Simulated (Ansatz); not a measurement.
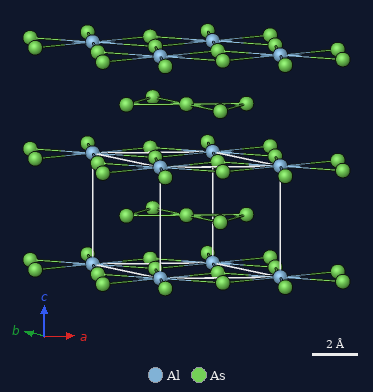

Starting structure of a crystal of AlAs₅ (a generated structure, set up in P6/mmm). A ball-and-stick model of the cell of the calculation, repeated 1 × 1 × 2 with one cell outlined, seen from a free direction.

All numbers below come from DFT PBE, scalar-relativistic, plane waves, PAW (Ansatz 0.2.0).

Input file:
```yaml
crystal:
  lattice:
    - [5.4208671315, 0.0, 0.0]
    - [-2.7104335658, 4.6946086464, 0.0]
    - [0.0, 0.0, 5.0548874892]
  atoms:
    - { symbol: Al, position: [0.0, 0.0, 0.0] }
    - { symbol: As, position: [0.3333333333, 0.6666666667, 0.0] }
    - { symbol: As, position: [0.6666666667, 0.3333333333, 0.0] }
    - { symbol: As, position: [0.5, 0.0, 0.5] }
    - { symbol: As, position: [0.5, 0.5, 0.5] }
    - { symbol: As, position: [0.0, 0.5, 0.5] }
basis:
  ecutwfc: 420
kpoints:
  mp_grid: { grid: [12, 12, 8] }
hamiltonian:
  xc: pbe
scf:
  occupations: { method: gaussian, width: 0.1 }
output:
  forces: true
  stress: true
  eigenvalues: true
  write_density: true
  write_potential: true
  elf: true
  volumetric_format: npy
relax:
  adjacent_minimum: "off"
  f_tol: 0.01
  max_steps: 80
  cell: { stress_tol: 0.05 }
```

Command:
```bash
ansatz run input.yaml --threads 1 --pin off --max-ram 2560MiB --backend cpu --events-out ev --progress --plain --runs-dir out
```

Question: Where does the relaxation end?

Answer: Over 4 accepted moves (5 points after the start) the energy falls by 11.1 meV per cell of the calculation. All forces vanish by symmetry, so only the cell relaxes. The pressure goes from −0.34 to 0.00 GPa. The SCF was repeated once at an unchanged geometry on a basis and grid sized afresh for the cell, which shifted the energy by 0.1 meV per cell of the calculation at most. No atom moves by more than 0.005 Å relative to the cell. The volume changes by −0.5 %, with a = b 5.421 → 5.364 Å (−1.1 %), c 5.055 → 5.139 Å (+1.7 %). Near-neighbour distances that change, for instance: Al1–As2 3.130 → 3.097 Å, As4–As5 2.710 → 2.682 Å. The space group stays P6/mmm (No. 191).

The structure at the end:

```
CELL_PARAMETERS angstrom
5.36377 0.00000 0.00000
-2.68188 4.64516 0.00000
0.00000 0.00000 5.13920
ATOMIC_POSITIONS crystal
Al 0.00000 0.00000 0.00000
As 0.33333 0.66667 0.00000
As 0.66667 0.33333 0.00000
As 0.50000 0.00000 0.50000
As 0.50000 0.50000 0.50000
As 0.00000 0.50000 0.50000
```

After the run, drawn alike:

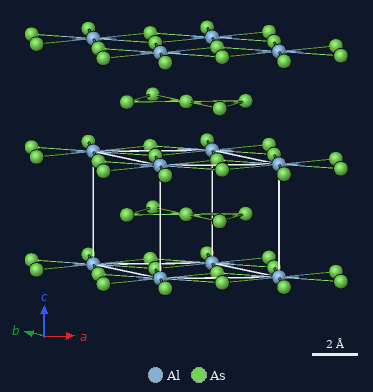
